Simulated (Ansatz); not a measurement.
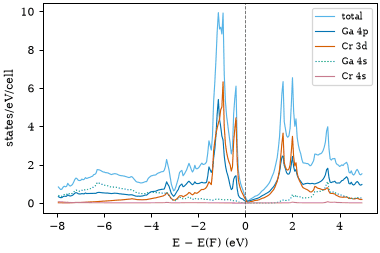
Total and projected density of states of CrGa$_{4}$ in space group Im-3m (No. 229; Cr on 2a, Ga on 8c), r²SCAN in the plane-wave PAW code Ansatz

Which orbitals carry the states next to the Fermi level?

Within 0.5 eV of the Fermi level: Cr 3d 67 %, Ga 4p 28 %. Projections are on Löwdin-orthogonalised atomic valence shells; empty p or d shells of many metals are not among them.

Where is the tallest occupied peak in this window, and what makes it?

Near -1.1 eV, about 9.9 states/eV per cell; the largest projected share is Ga 4p.

The first step of the workflow began from a Materials Project structure, measured or hypothetical; the Crystallography Open Database copy checked does not list it. Its standing as an ambient phase is unchecked. The r²SCAN relaxation kept the symmetry of its start; whether a distortion lowers the energy is not shown. No spin polarisation was allowed. Spin–orbit coupling is left out wherever it is not named.

Potentials: the later of the program's two PAW sets.
